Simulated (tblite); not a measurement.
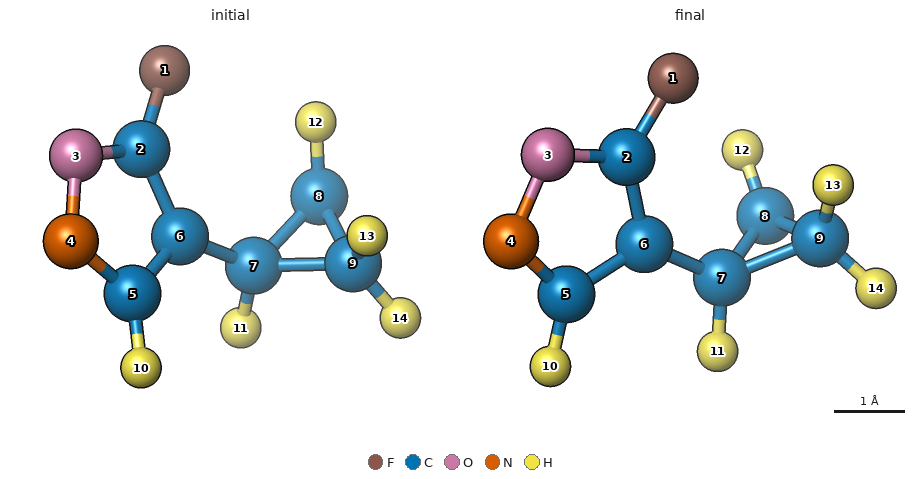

The structure of C₆H₅FNO (multiplicity 2) before (left) and after (right) a relaxation, at one scale.

The picture is a ball-and-stick view, seen at a tilt.

The calculation used GFN2-xTB geometry optimisation, gas phase (tblite). 

Summarise the run.

The energy falls by 13.3 kcal/mol in 83 geometry steps. The atom that moves furthest after the best rigid fit is F1 (1.15 Å). By element the largest moves are F 1.15 Å, H 1.04 Å, C 0.53 Å, N 0.39 Å, O 0.24 Å. Among the contacts that change: C8–C9 1.520 → 1.454 Å, C7–H11 1.133 → 1.084 Å, N4–C5 1.350 → 1.302 Å, O3–N4 1.307 → 1.353 Å. Among the angles between lasting bonds that change: C9–C8–H12 117.7° → 130.1°, C7–C8–H12 121.3° → 129.7°, F1–C2–O3 124.9° → 116.8°. Groups turn about C6–C7 by about 55°. Cost: 0.75 s on 1 thread of Intel(R) Xeon(R) Platinum 8259CL CPU @ 2.50GHz, on a shared host.
